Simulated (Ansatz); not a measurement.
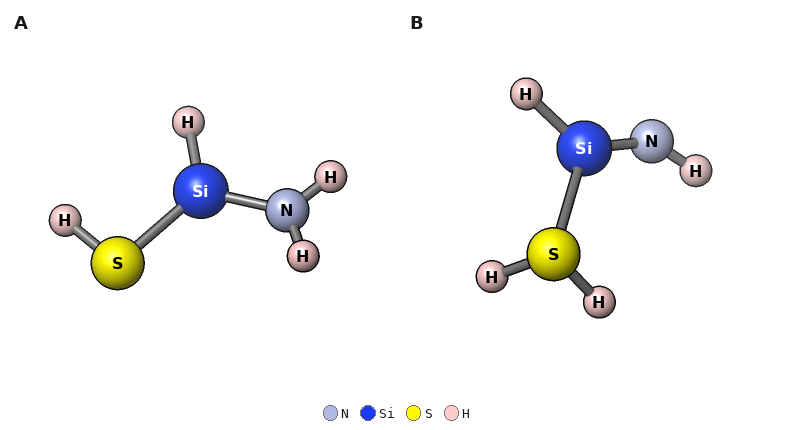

2 stationary structures of one formula. State: charge +1, singlet. Geometries: PBE-D4/def2-SVP. Electronic energies: PBE-D4/def2-SVP (Ansatz 0.2.0), without zero-point energy. No frequency run is at hand to confirm each as a minimum. Each is one conformer, not always the lowest.

Which structure is the most stable?

Answer. A is lowest (Cs); B lies 58.1 kcal/mol above it (C1).
